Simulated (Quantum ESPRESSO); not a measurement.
## Constrained canting in MnS (Browneite)

How does the energy of MnS (Browneite) follow the angle between its sublattices, and is it a Heisenberg cosine?

Calculated with Quantum ESPRESSO 7.5; LDA with U = 4 eV on Mn d (ortho-atomic projectors); plane waves with GBRV 1.5 LDA potentials, no spin-orbit coupling.

### 1. Starting point

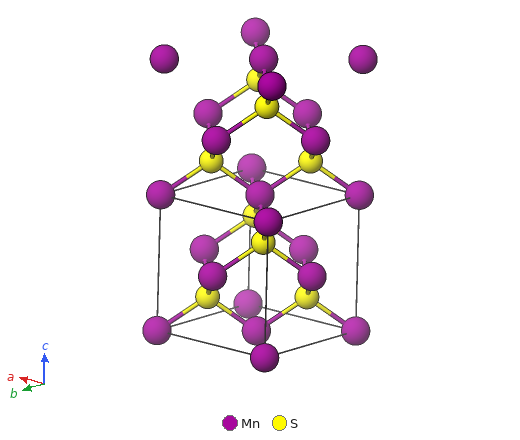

The starting structure, seen from a free direction (manganese purple, sulfur yellow). 1×1×2 cells are drawn. This picture shows the conventional cell, with its axes. Bonds to atoms that aren't drawn are left out. Some periodic images of atoms are drawn too.

The cell comes from the Crystallography Open Database.

### 2. The collinear order that defines the sublattices

Typed as antiferro q=(0,1/2,1/2) +-. The wavevector q is in fractions of the reciprocal vectors of the crystal's primitive cell, as the cells of these inputs are built from it; moments change sign between cells as cos(2π q·R).

Input file pw.in:

```
&CONTROL
  calculation = 'scf'
  prefix = 'pwscf'
  outdir = './tmp'
  pseudo_dir = './pseudo'
  disk_io = 'nowf'
/
&SYSTEM
  ibrav = 0
  celldm(1) = 8
  nat = 4
  ntyp = 3
  ecutwfc = 34
  ecutrho = 238
  nbnd = 30
  occupations = 'smearing'
  smearing = 'fd'
  degauss = 0.00734986
  nspin = 2
  starting_magnetization(1) = 0.3
  starting_magnetization(2) = -0.3
  starting_magnetization(3) = 0
/
&ELECTRONS
  conv_thr = 4d-08
  electron_maxstep = 150
  mixing_beta = 0.3
/
ATOMIC_SPECIES
Mn1    54.9380 mn_lda_v1.5.uspp.F.UPF
Mn2    54.9380 mn_lda_v1.5.uspp.F.UPF
S      32.0600 s_lda_v1.4.uspp.F.UPF
CELL_PARAMETERS alat
   0.0000000000000    0.6614041436190    0.6614041436190
   1.3228082872380    0.0000000000000    1.3228082872380
   1.3228082872380    0.6614041436190    0.6614041436190
ATOMIC_POSITIONS crystal
Mn1     0.0000000000    0.0000000000    0.0000000000
Mn2     0.0000000000    0.5000000000    0.0000000000
S       0.2500000000    0.0000000000    0.2500000000
S       0.2500000000    0.5000000000    0.2500000000
K_POINTS automatic
4 2 4 0 0 0
HUBBARD {ortho-atomic}
U Mn1-3d 4.0000
U Mn2-3d 4.0000
```

Launch:

```
$ OMP_NUM_THREADS=1 mpirun -n 3 pw.x -nk 3 -in pw.in > pw.out
```

What it wrote:

```text
Program PWSCF v.7.5 starts

     Message from routine setup:
     using ibrav=0 with symmetry is DISCOURAGED, use correct ibrav instead

     K-points division:     npool     =       3
     Subspace diagonalization in iterative solution of the eigenvalue problem:

     G-vector sticks info
     --------------------
     sticks:   dense  smooth     PW     G-vecs:    dense   smooth      PW
     Sum        1843    1043    325                36763    15735    2725

     Using Slab Decomposition

     bravais-lattice index     =            0
     lattice parameter (alat)  =       8.0000  a.u.
     unit-cell volume          =     592.5578 (a.u.)^3
     number of atoms/cell      =            4
     number of atomic types    =            3
     number of electrons       =        42.00
     number of Kohn-Sham states=           30
     kinetic-energy cutoff     =      34.0000  Ry
     charge density cutoff     =     238.0000  Ry
     scf convergence threshold =      4.0E-08
     mixing beta               =       0.3000
     number of iterations used =            8  plain     mixing
     Exchange-correlation=  SLA  PZ   NOGX NOGC
                           (   1   1   0   0   0   0   0)
     Hubbard projectors: ortho-atomic
     Hubbard parameters of DFT+U (Dudarev formulation) in eV:
     U(Mn1-3d) =  4.0000
     U(Mn2-3d) =  4.0000

     Internal variables: lda_plus_u =T, lda_plus_u_kind = 0

     Internal variables: orbital_resolved =F, hub_pot_fix =F, apply_U = F

     celldm(1)=   8.000000  celldm(2)=   0.000000  celldm(3)=   0.000000
     celldm(4)=   0.000000  celldm(5)=   0.000000  celldm(6)=   0.000000

     crystal axes: (cart. coord. in units of alat)
               a(1) = (   0.000000   0.661404   0.661404 )
               a(2) = (   1.322808   0.000000   1.322808 )
               a(3) = (   1.322808   0.661404   0.661404 )

     reciprocal axes: (cart. coord. in units 2 pi/alat)
               b(1) = ( -0.755967  0.755967  0.755967 )
               b(2) = (  0.000000 -0.755967  0.755967 )
               b(3) = (  0.755967  0.755967 -0.755967 )

     PseudoPot. # 1 for Mn read from file:
     mn_lda_v1.5.uspp.F.UPF
     Pseudo is Ultrasoft + core correction, Zval = 15.0
     Generated by new atomic code, or converted to UPF format
     Using radial grid of  859 points,  6 beta functions with:
                l(1) =   0
                l(2) =   0
                l(3) =   1
                l(4) =   1
                l(5) =   2
                l(6) =   2
     Q(r) pseudized with  8 coefficients,  rinner =    0.950   0.950   0.950
                                                       0.950   0.950

     PseudoPot. # 2 for Mn read from file:
     mn_lda_v1.5.uspp.F.UPF
     Pseudo is Ultrasoft + core correction, Zval = 15.0
     Generated by new atomic code, or converted to UPF format
     Using radial grid of  859 points,  6 beta functions with:
                l(1) =   0
                l(2) =   0
                l(3) =   1
                l(4) =   1
                l(5) =   2
                l(6) =   2
     Q(r) pseudized with  8 coefficients,  rinner =    0.950   0.950   0.950
                                                       0.950   0.950

     PseudoPot. # 3 for S  read from file:
     s_lda_v1.4.uspp.F.UPF
     Pseudo is Ultrasoft + core correction, Zval =  6.0
     Generated by new atomic code, or converted to UPF format
     Using radial grid of  907 points,  6 beta functions with:
                l(1) =   0
                l(2) =   0
                l(3) =   1
                l(4) =   1
                l(5) =   2
                l(6) =   2
     Q(r) pseudized with  8 coefficients,  rinner =    1.300   1.300   1.300
                                                       1.300   1.300

     atomic species   valence    mass     pseudopotential
     Mn1              15.00    54.93800     Mn( 1.00)
     Mn2              15.00    54.93800     Mn( 1.00)
     S                 6.00    32.06000     S ( 1.00)

     Starting magnetic structure
     atomic species   magnetization
     Mn1             0.300
     Mn2            -0.300
     S               0.000

      8 Sym. Ops. (no inversion) found

   Cartesian axes

     site n.     atom                  positions (alat units)
         1        Mn1    tau(   1) = (   0.0000000   0.0000000   0.0000000  )
         2        Mn2    tau(   2) = (   0.6614041   0.0000000   0.6614041  )
         3        S      tau(   3) = (   0.3307021   0.3307021   0.3307021  )
         4        S      tau(   4) = (   0.9921062   0.3307021   0.9921062  )

     number of k points=    10  Fermi-Dirac smearing, width (Ry)=  0.0073
                       cart. coord. in units 2pi/alat
        k(    1) = (   0.0000000   0.0000000   0.0000000), wk =   0.0312500
        k(    2) = (   0.1889919   0.1889919  -0.1889919), wk =   0.2500000
        k(    3) = (  -0.3779837  -0.3779837   0.3779837), wk =   0.0625000
        k(    4) = (  -0.0000000   0.3779837  -0.3779837), wk =   0.0625000
        k(    5) = (  -0.3779837   0.0000000   0.0000000), wk =   0.0312500
        [... 5 further k-points ...]

     Dense  grid:    36763 G-vectors     FFT dimensions: (  40,  75,  64)

     Smooth grid:    15735 G-vectors     FFT dimensions: (  27,  60,  50)

     Check: negative core charge=   -0.000019
     Generating pointlists ...
     new r_m :   0.2363 (alat units)  1.8902 (a.u.) for type    1
     new r_m :   0.2363 (alat units)  1.8902 (a.u.) for type    2
     new r_m :   0.2363 (alat units)  1.8902 (a.u.) for type    3

     Initial potential from superposition of free atoms

     starting charge      40.9998, renormalised to      42.0000

     STARTING HUBBARD OCCUPATIONS:

     =================== HUBBARD OCCUPATIONS ===================
     ------------------------ ATOM    1 ------------------------
     Tr[ns(  1)] (up, down, total) =   5.00000  0.00000  5.00000
     Atomic magnetic moment for atom   1 =   5.00000
     [... lines left out ...]
     ------------------------ ATOM    2 ------------------------
     Tr[ns(  2)] (up, down, total) =   0.00000  5.00000  5.00000
     Atomic magnetic moment for atom   2 =  -5.00000
     [... lines left out ...]
     Number of occupied Hubbard levels =   10.0000

     Atomic wfc used for Hubbard projectors are orthogonalized

     Starting wfcs are   34 randomized atomic wfcs

     Self-consistent Calculation

     iteration #  1     ecut=    34.00 Ry     beta= 0.30
     Davidson diagonalization with overlap
     ethr =  1.00E-02,  avg # of iterations =  4.8

     =================== HUBBARD OCCUPATIONS ===================
     ------------------------ ATOM    1 ------------------------
     Tr[ns(  1)] (up, down, total) =   4.80207  0.18265  4.98472
     Atomic magnetic moment for atom   1 =   4.61942
     [... lines left out ...]
     ------------------------ ATOM    2 ------------------------
     Tr[ns(  2)] (up, down, total) =   0.18283  4.80295  4.98578
     Atomic magnetic moment for atom   2 =  -4.62011
     [... lines left out ...]
     Number of occupied Hubbard levels =    9.9705

     total energy              =    -470.28532461 Ry
     estimated scf accuracy    <       1.06187600 Ry

     total magnetization       =    -0.00 Bohr mag/cell
     absolute magnetization    =     9.45 Bohr mag/cell

     iteration #  2     ecut=    34.00 Ry     beta= 0.30
     Davidson diagonalization with overlap
     ethr =  2.53E-03,  avg # of iterations =  2.0

     total energy              =    -470.47636303 Ry
     estimated scf accuracy    <       0.04600191 Ry

     total magnetization       =    -0.00 Bohr mag/cell
     absolute magnetization    =     9.51 Bohr mag/cell

     iteration #  3     ecut=    34.00 Ry     beta= 0.30
     Davidson diagonalization with overlap
     ethr =  1.10E-04,  avg # of iterations =  5.9

     negative rho (up, down):  0.000E+00 1.986E-04

     total energy              =    -470.48872987 Ry
     estimated scf accuracy    <       0.02403970 Ry

     total magnetization       =    -0.00 Bohr mag/cell
     absolute magnetization    =     9.46 Bohr mag/cell

     [... further iterations left out ...]

     iteration #  8     ecut=    34.00 Ry     beta= 0.30
     Davidson diagonalization with overlap
     ethr =  3.45E-07,  avg # of iterations =  2.0

     negative rho (up, down):  0.000E+00 2.877E-04

     total energy              =    -470.49267435 Ry
     estimated scf accuracy    <       0.00001507 Ry

     total magnetization       =     0.00 Bohr mag/cell
     absolute magnetization    =     9.52 Bohr mag/cell

     iteration #  9     ecut=    34.00 Ry     beta= 0.30
     Davidson diagonalization with overlap
     ethr =  3.59E-08,  avg # of iterations =  2.5

     negative rho (up, down):  0.000E+00 2.875E-04

     total energy              =    -470.49267928 Ry
     estimated scf accuracy    <       0.00000017 Ry

     total magnetization       =    -0.00 Bohr mag/cell
     absolute magnetization    =     9.52 Bohr mag/cell

     iteration # 10     ecut=    34.00 Ry     beta= 0.30
     Davidson diagonalization with overlap
     ethr =  3.98E-10,  avg # of iterations =  7.2

     negative rho (up, down):  0.000E+00 2.875E-04

     total energy              =    -470.49267938 Ry
     estimated scf accuracy    <       0.00000091 Ry

     total magnetization       =    -0.00 Bohr mag/cell
     absolute magnetization    =     9.52 Bohr mag/cell

     iteration # 11     ecut=    34.00 Ry     beta= 0.30
     Davidson diagonalization with overlap
     ethr =  3.98E-10,  avg # of iterations =  3.0

     negative rho (up, down):  0.000E+00 2.874E-04

     Magnetic moment per site  (integrated on atomic sphere of radius R)
     atom   1 (R=0.236)  charge= 12.9242  magn=  4.2481
     atom   2 (R=0.236)  charge= 12.9242  magn= -4.2482
     atom   3 (R=0.236)  charge=  4.2148  magn= -0.0000
     atom   4 (R=0.236)  charge=  4.2148  magn= -0.0000

     End of self-consistent calculation

     =================== HUBBARD OCCUPATIONS ===================
     ------------------------ ATOM    1 ------------------------
     Tr[ns(  1)] (up, down, total) =   4.94188  0.33715  5.27902
     Atomic magnetic moment for atom   1 =   4.60473
     [... lines left out ...]
     ------------------------ ATOM    2 ------------------------
     Tr[ns(  2)] (up, down, total) =   0.33715  4.94188  5.27903
     Atomic magnetic moment for atom   2 =  -4.60473
     [... lines left out ...]
     Number of occupied Hubbard levels =   10.5581

     [... lines left out ...]
     the Fermi energy is     7.1107 ev

!    total energy              =    -470.49267952 Ry
     estimated scf accuracy    <       0.00000004 Ry
     smearing contrib. (-TS)   =      -0.00000016 Ry
     internal energy E=F+TS    =    -470.49267937 Ry

     The total energy is F=E-TS. E is the sum of the following terms:
     one-electron contribution =    -316.18675441 Ry
     hartree contribution      =     168.52467172 Ry
     xc contribution           =     -69.50098709 Ry
     ewald contribution        =    -253.43760864 Ry
     Hubbard energy            =       0.10799905 Ry

     total magnetization       =    -0.00 Bohr mag/cell
     absolute magnetization    =     9.52 Bohr mag/cell

     convergence has been achieved in  11 iterations

=------------------------------------------------------------------------------=
   JOB DONE.
=------------------------------------------------------------------------------=
```

The job ended after 94 s (3 MPI ranks of Intel Xeon at 2.80GHz (Skylake/Cascade Lake), shared host; peak memory 0.4 GiB).

Spin moment in the atom's sphere by atom:

| atom | spin moment in the atom's sphere (μB) |
| --- | --- |
| Mn1 | 4.25 |
| Mn2 | -4.25 |
| S3 | 0.00 |
| S4 | 0.00 |

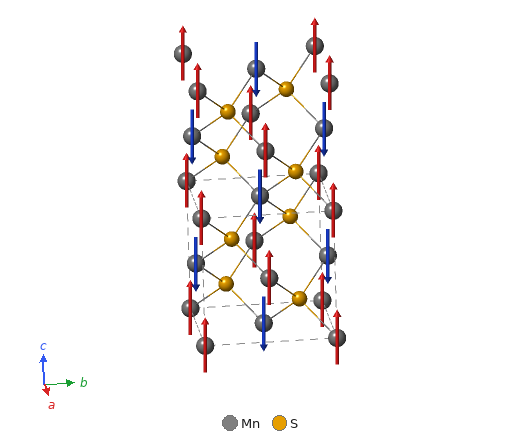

Spin moment in the atom's sphere as arrows, the longest 4.25 μB. Up and down stand for the sign. Arrows give size and sign along the axis of quantisation, drawn up and down the page. The two directions have two colours. Bonds to atoms that aren't drawn are left out. 1×1×2 conventional cells are drawn. Some periodic images of atoms are drawn too.

This step gave:

* smearing term TS: 2.11e-6 eV
* magnetization: 0 μB
* absolute magnetization: 9.52 μB
* final state: antiferromagnetic

### 3. The parallel state in the same cell

This run has no penalty. It is needed because the penalty of the later runs acts on every atom: an induced moment is typed with its parallel value times cos(θ/2) along z and its opposed value times sin(θ/2) along x, rounded to 0.01 μB.

Input file pw.in:

```
&CONTROL
  calculation = 'scf'
  prefix = 'pwscf'
  outdir = './tmp'
  pseudo_dir = './pseudo'
  disk_io = 'nowf'
/
&SYSTEM
  ibrav = 0
  celldm(1) = 8
  nat = 4
  ntyp = 2
  ecutwfc = 34
  ecutrho = 238
  nbnd = 34
  occupations = 'smearing'
  smearing = 'fd'
  degauss = 0.00734986
  nspin = 2
  starting_magnetization(1) = 0.3
  starting_magnetization(2) = 0
/
&ELECTRONS
  conv_thr = 4d-08
  electron_maxstep = 150
  mixing_beta = 0.3
/
ATOMIC_SPECIES
Mn     54.9380 mn_lda_v1.5.uspp.F.UPF
S      32.0600 s_lda_v1.4.uspp.F.UPF
CELL_PARAMETERS alat
   0.0000000000000    0.6614041436190    0.6614041436190
   1.3228082872380    0.0000000000000    1.3228082872380
   1.3228082872380    0.6614041436190    0.6614041436190
ATOMIC_POSITIONS crystal
Mn      0.0000000000    0.0000000000    0.0000000000
Mn      0.0000000000    0.5000000000    0.0000000000
S       0.2500000000    0.0000000000    0.2500000000
S       0.2500000000    0.5000000000    0.2500000000
K_POINTS automatic
4 2 4 0 0 0
HUBBARD {ortho-atomic}
U Mn-3d 4.0000
```

What it wrote:

```text
     [... lines left out ...]
Program PWSCF v.7.5 starts
     [... lines left out ...]
     number of atoms/cell      =            4
     [... lines left out ...]
     number of electrons       =        42.00
     number of Kohn-Sham states=           34
     kinetic-energy cutoff     =      34.0000  Ry
     charge density cutoff     =     238.0000  Ry
     scf convergence threshold =      4.0E-08
     [... lines left out ...]
      8 Sym. Ops. (no inversion) found
     [... lines left out ...]
     number of k points=    10  Fermi-Dirac smearing, width (Ry)=  0.0073
     [... lines left out ...]
     iteration # 10     ecut=    34.00 Ry     beta= 0.30
     [... lines left out ...]
     Magnetic moment per site  (integrated on atomic sphere of radius R)
     atom   1 (R=0.236)  charge= 12.9167  magn=  4.3302
     atom   2 (R=0.236)  charge= 12.9166  magn=  4.3302
     atom   3 (R=0.236)  charge=  4.2251  magn=  0.0772
     atom   4 (R=0.236)  charge=  4.2251  magn=  0.0772
     [... lines left out ...]
     Tr[ns(  1)] (up, down, total) =   4.95553  0.28217  5.23770
     [... lines left out ...]
     Tr[ns(  2)] (up, down, total) =   4.95553  0.28217  5.23770
     [... lines left out ...]
     the Fermi energy is     7.3609 ev
!    total energy              =    -470.47493636 Ry
     estimated scf accuracy    <          8.8E-09 Ry
     smearing contrib. (-TS)   =      -0.00009090 Ry
     [... lines left out ...]
     total magnetization       =    10.00 Bohr mag/cell
     absolute magnetization    =    10.00 Bohr mag/cell
     convergence has been achieved in  10 iterations
```

It took 73 s on 3 MPI ranks; peak memory 0.39 GiB.

Spin moment in the atom's sphere by atom:

| atom | spin moment in the atom's sphere (μB) |
| --- | --- |
| Mn1 | 4.33 |
| Mn2 | 4.33 |
| S3 | 0.08 |
| S4 | 0.08 |

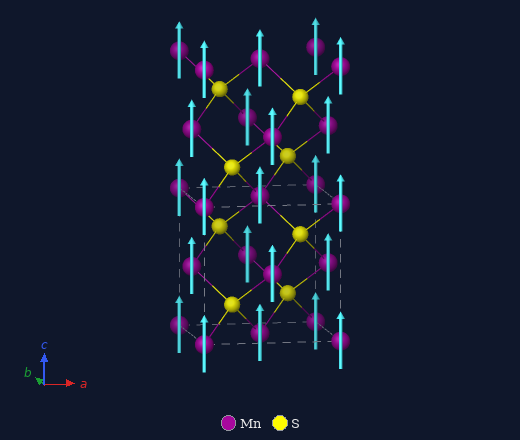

Spin moment in the atom's sphere as arrows, the longest 4.33 μB. Up and down stand for the sign. Arrows give size and sign along the axis of quantisation, drawn up and down the page. Bonds to atoms that aren't drawn are left out. 1×1×2 conventional cells are drawn. Some periodic images of atoms are drawn too.

Numbers from this step:

```
smearing term TS       : 0.001237 eV
magnetization          : 9.998 μB
absolute magnetization : 9.998 μB
final state            : ferromagnetic
```

(Part 1 of 3 ends here.)

[Logs and program files are shortened in this print: banners, set-up blocks, solver, clock and traceback lines can be left out without a mark of their own.]

[Logs are printed without paths, hosts, clocks, repeated set-up lines and the standing remarks that a program may print on its own settings, such as how far it seeks lower states.]

[Hosts, paths, dates, database ids (printed as entryN), source tags and the programs' standing remarks are cut or masked in the printed files.]

[Where a cell is said to come from a database of computed structures, the database is the Materials Project.]
